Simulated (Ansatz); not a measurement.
**SiH3S (SMILES [SiH2]S) at 6 levels**

Aim: a comparison of 6 runs (UHF/STO-3G, U-r2SCAN0/STO-3G, U-wB97M-V/STO-3G, UPBE/STO-3G, UMP2/STO-3G, UCCSD/STO-3G) of SiH3S. 

Program for the calculation: Ansatz 0.2.0.

31 further runs of the same task are left out: 31 set aside as unsound or not needed.

### 1 Starting point

SiH3S: 5 atoms, total charge 0, spin state doublet. SMILES: `[SiH2]S`. The H5–S2 distance was set to 2.687 Å, away from the relaxed value. At this shape a bond of the SMILES string is far longer than usual.

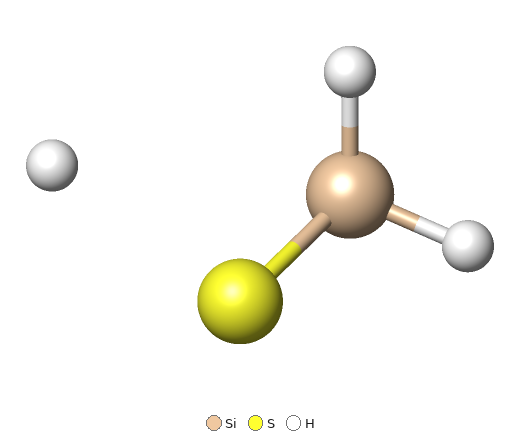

Viewed from a chosen angle; silicon light orange, sulfur yellow, hydrogen white.

### 2 The energy at UHF/STO-3G (run 1)

Input file molecule.yaml:

```yaml
crystal:
  periodic: [false, false, false]
  atoms:
    - {symbol: Si, position_ang: [-1.231042, -0.602297, -1.023126]}
    - {symbol: S, position_ang: [-0.861642, 1.497703, -1.008326]}
    - {symbol: H, position_ang: [-1.229242, -1.165097, 0.359174]}
    - {symbol: H, position_ang: [-2.575042, -0.751497, -1.643726]}
    - {symbol: H, position_ang: [1.407800, 1.314300, 0.419300]}
basis:
  gaussian:
    orbitals: STO-3G
magnetization:
  spin_polarized: true
  initial_magnetization: 1
hamiltonian:
  xc: hf
accuracy: high
```

Started as:

```console
$ ansatz run molecule.yaml --threads 1 --pin off --max-ram 2610MiB --events-out events.jsonl --progress --plain --runs-dir runs
```

The program printed:

```text
Warning: RAYON_NUM_THREADS=1 ignored (pool sized by the plan → 1); use --threads N
Functional definition: HF
  name "HF"
  exchange = exact_x
  correlation = 0
362 factors; integrals over basis functions are off by at most 7.8e-9 eV
mean field evaluation 1: about -18505.5257 eV, gradient 1.8e1 eV
mean field evaluation 2: about -18505.5431 eV, gradient 1.8e1 eV
mean field evaluation 4: about -18511.4513 eV, gradient 3.6e0 eV
mean field evaluation 8: about -18511.7981 eV, gradient 5.2e-1 eV
mean field evaluation 16: about -18513.3500 eV, gradient 1.2e-2 eV
mean field evaluation 32: about -18513.3675 eV, gradient 1.1e-3 eV
mean field evaluation 64: about -18513.2762 eV, gradient 3.2e-1 eV
mean field evaluation 96: about -18513.1467 eV, gradient 7.8e-1 eV
mean field evaluation 128: about -18513.0852 eV, gradient 3.5e-1 eV
mean field evaluation 160: about -18513.1022 eV, gradient 8.2e-1 eV
mean field evaluation 192: about -18509.0440 eV, gradient 4.4e0 eV
mean field evaluation 224: about -18511.7992 eV, gradient 1.1e-1 eV
mean field -18513.36747318 eV, -680.3537058280 hartree, gradient 1.3e-8 eV, S^2 1.631564; 5 other end points of the search recorded, 0 dependent functions left out
reference -18513.36747318 eV, -680.3537058280 hartree; 17, 16 occupied and 4, 5 virtual orbitals, 362 factors
Total energy: -18513.36747318 eV, -680.3537058280 hartree
```

Run time: 0.38 s. Hardware: 1 thread of Intel Xeon Platinum 8488C (Sapphire Rapids), shared host.

### 3 The energy at U-r2SCAN0/STO-3G (run 2)

Input file input.yaml:

```yaml
crystal:
  periodic: [false, false, false]
  atoms:
    - {symbol: Si, position_ang: [-1.231042, -0.602297, -1.023126]}
    - {symbol: S, position_ang: [-0.861642, 1.497703, -1.008326]}
    - {symbol: H, position_ang: [-1.229242, -1.165097, 0.359174]}
    - {symbol: H, position_ang: [-2.575042, -0.751497, -1.643726]}
    - {symbol: H, position_ang: [1.407800, 1.314300, 0.419300]}
basis:
  gaussian:
    orbitals: STO-3G
accuracy: high
hamiltonian:
  xc: {name: r2SCAN0}
magnetization:
  spin_polarized: true
  initial_magnetization: 1
```

Started as:

```console
$ ansatz run input.yaml --threads 1 --pin off --max-ram 2610MiB --events-out events.jsonl --progress --plain --runs-dir runs
```

The program printed:

```text
Warning: RAYON_NUM_THREADS=1 ignored (pool sized by the plan → 1); use --threads N
Functional definition: r2SCAN0
  name "r2SCAN0"
  parameter a = 0.25
  parameter k0 = 0.174
  parameter k1 = 0.065
  parameter a1 = 4.9479
  exchange = (1 - a)*r2scan_x(k0 = k0, k1 = k1, a1 = a1) + a*exact_x
  correlation = r2scan_c
362 factors; integrals over basis functions are off by at most 7.8e-9 eV
mean field evaluation 1: about -18537.4103 eV, gradient 1.8e1 eV
mean field evaluation 2: about -18523.6924 eV, gradient 2.8e1 eV
mean field evaluation 4: about -18543.5839 eV, gradient 1.8e0 eV
mean field evaluation 8: about -18543.7084 eV, gradient 4.9e-1 eV
mean field evaluation 16: about -18543.9431 eV, gradient 1.7e-3 eV
mean field evaluation 32: about -18543.9430 eV, gradient 1.4e-2 eV
mean field evaluation 64: about -18543.9603 eV, gradient 7.2e-3 eV
mean field evaluation 96: about -18543.7721 eV, gradient 8.6e-4 eV
mean field -18543.96033342 eV, -681.4779727053 hartree, gradient 6.0e-8 eV, S^2 1.379371; 6 other end points of the search recorded, 0 dependent functions left out
reference -18543.96033418 eV, -681.4779727333 hartree; 17, 16 occupied and 4, 5 virtual orbitals, 362 factors
Total energy: -18543.96033418 eV, -681.4779727333 hartree
```

Run time: 13 s. Hardware: 1 thread of Intel Xeon Platinum 8488C (Sapphire Rapids), shared host; peak memory 0.24 GiB.

Runs 3 to 5 aren't shown in full; the table further down has their settings and results.

### 4 The energy at UCCSD/STO-3G (run 6)

molecule.yaml: that of step 2 with these lines changed.

```diff
@@ -1 +1,4 @@
+basis:
+  gaussian:
+    orbitals: STO-3G
 crystal:
@@ -8,5 +11,2 @@
     - {symbol: H, position_ang: [1.407800, 1.314300, 0.419300]}
-basis:
-  gaussian:
-    orbitals: STO-3G
 magnetization:
@@ -14,4 +14,7 @@
   initial_magnetization: 1
-hamiltonian:
-  xc: hf
+correlation:
+  method: ccsd
+  frozen_orbitals: {H: 0, S: 5, Si: 5}
 accuracy: high
+scf:
+  omitted_lower_state_checks: [cluster_reference, increment]
```

Started as:

```console
$ ansatz run molecule.yaml --threads 1 --pin off --max-ram 2610MiB --events-out events.jsonl --progress --plain --runs-dir runs
```

The program printed:

```text
Warning: RAYON_NUM_THREADS=1 ignored (pool sized by the plan → 1); use --threads N
[... 16 lines left out ...]
10 core orbitals not correlated: weight in the atoms' cores, before any rotation towards them, 1.000 or more for the frozen orbitals, at most 0.000 for the correlated occupied ones
[... 82 lines left out ...]
Total energy: -18515.42617415 eV, -680.4293616934 hartree
Checks for a lower state left out: cluster_reference, increment
```

It took 0.68 s on 1 thread of Intel Xeon Platinum 8488C (Sapphire Rapids), shared host.

### 5 Overview of the runs

```
run             level  frozen core orbitals  energy (Eh)   ⟨S²⟩  wall time
  1        UHF/STO-3G                     –  -680.353706  1.632     0.38 s
  2  U-r2SCAN0/STO-3G                     –  -681.477973  1.379       13 s
  3  U-wB97M-V/STO-3G                     –  -681.542110  1.249       33 s
  4       UPBE/STO-3G                     –  -681.157681  0.969      2.5 s
  5       UMP2/STO-3G                    10  -680.395082  1.632      0.5 s
  6      UCCSD/STO-3G                    10  -680.429362  1.632     0.68 s
```

### 6 Outcome

| quantity | value |
| --- | --- |
| run 6: total energy | -680.42936 Eh |
| run 6: correlation energy (10 core orbitals frozen) | -75.7 mEh |
| run 6: ⟨S²⟩ of the reference determinant | 1.632 |
| run 6: T1 diagnostic | 0.088 |

In words: Below the UHF energy at the same shape and in the same basis (STO-3G): UMP2 -41.4 mEh; UCCSD -75.7 mEh. Totals of different functionals can't be ranked against each other. In runs 1, 2, 3, 4, 5, 6 the basis is minimal, so the values are rough. Spin contamination of the reference: run 1 ⟨S²⟩ = 1.63, run 5 ⟨S²⟩ = 1.63, run 6 ⟨S²⟩ = 1.63, run 2 ⟨S²⟩ = 1.38, run 3 ⟨S²⟩ = 1.25, run 4 ⟨S²⟩ = 0.97. Where it is this large, the reference is a mixture of spin states, and values that rest on it are in doubt. All runs together took 49 s, the longest 33 s.
